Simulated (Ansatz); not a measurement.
# SiN+ (triplet): the correlation ladder, cc-pVTZ

How much of the correlation energy of SiN+ (triplet) does each wave-function method recover here?

Method: cc-pVTZ, core rule «outside noble gas», up to 6 orbitals frozen; program: Ansatz 0.2.0, Gaussian basis.

The runs, in order: UHF; CCSD(T) on ROHF; CCSD(T) on UHF; BCCD(T) on ROHF; CISD; CCSDT(Q) on ROHF; CCSDT(Q) on UHF; CASSCF and MRCISD+Q, 8 electrons in 8 orbitals; CASSCF and NEVPT2, 8 electrons in 8 orbitals.

19 further runs of the same task are left out: 1 for a mislabelled method, 6 that didn't finish, 12 set aside as unsound or not needed.

### 1 The geometry

The geometry is a PBE0/def2-TZVP stationary point (not a proven minimum) of the parent state, kept for this charge and spin.

2 atoms, charge 1, spin multiplicity 3.

Atoms are counted from 1 here; the program's logs count them from 0.

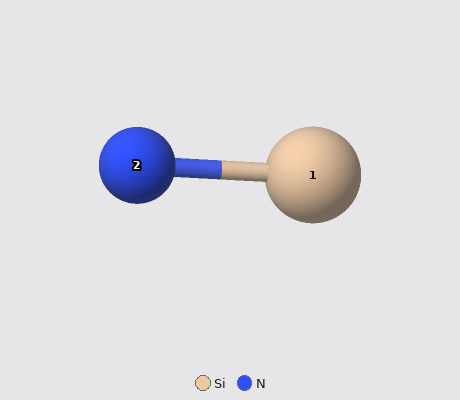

The geometry (silicon light orange, nitrogen blue); atoms are numbered from 1 in the order of the file.

Geometry (Å):

```
Si    0.0000    0.0000    0.0000
N     0.0000    0.0000    1.8891
```

### 2 UHF

The input, in.yaml:

```yaml
crystal:
  periodic: [false, false, false]
  atoms:
    - {symbol: Si, position_ang: [0.000000, 0.000000, 0.000000]}
    - {symbol: N, position_ang: [0.000000, 0.000000, 1.889128]}
basis:
  gaussian: {orbitals: cc-pVTZ}
total_charge: 1
magnetization: {spin_polarized: true, initial_magnetization: 2}
hamiltonian: {xc: hf}
output: {orbitals: {seedname: orbitals}}
```

On the command line:

```console
$ ansatz run in.yaml --threads 1 --pin off --events-out ev --progress --plain --max-ram 2393MiB
```

The runs that follow: CCSD(T) on ROHF; CCSD(T) on UHF; BCCD(T) on ROHF; CISD; CCSDT(Q) on ROHF; CCSDT(Q) on UHF; CASSCF and MRCISD+Q, 8 electrons in 8 orbitals; CASSCF and NEVPT2, 8 electrons in 8 orbitals.

Q: Predict the results of all the runs planned. Wanted: UCCSDT(Q) below the RHF energy; RMP2 from UCCSDT(Q); UMP2 from UCCSDT(Q); RCCSD from UCCSDT(Q); RCCSD(T) from UCCSDT(Q); UCCSD(T) from UCCSDT(Q); RCCSDT(Q) from UCCSDT(Q); NEVPT2 valence from UCCSDT(Q); MRCISD+Q valence from UCCSDT(Q).

As calculated:

```
                         quantity                      value
   UCCSDT(Q) below the RHF energy                 -6.4570 eV
              RMP2 from UCCSDT(Q)              +110.3 kJ/mol
              UMP2 from UCCSDT(Q)              +112.5 kJ/mol
             RCCSD from UCCSDT(Q)               +28.8 kJ/mol
          RCCSD(T) from UCCSDT(Q)                +5.4 kJ/mol
          UCCSD(T) from UCCSDT(Q)                +5.3 kJ/mol
         RCCSDT(Q) from UCCSDT(Q)                +0.4 kJ/mol
    NEVPT2 valence from UCCSDT(Q)               +82.2 kJ/mol
  MRCISD+Q valence from UCCSDT(Q)                +4.4 kJ/mol
levels within 1 kcal/mol (43 meV)  RCCSDT, UCCSDT, RCCSDT(Q)
                    T1 diagnostic                      0.029
   effectively unpaired electrons                       2.07
```

RCCSD(T) misses by +5.4 kJ/mol, 0.9 % of the correlation energy. One determinant dominates. Of the multireference levels listed MRCISD+Q valence comes nearest in total energy (+4.4 kJ/mol), which doesn't show that its space is the better one. These misses are within one basis, not against nature; the frozen cores of restricted and unrestricted runs differ, which can shift their rows.
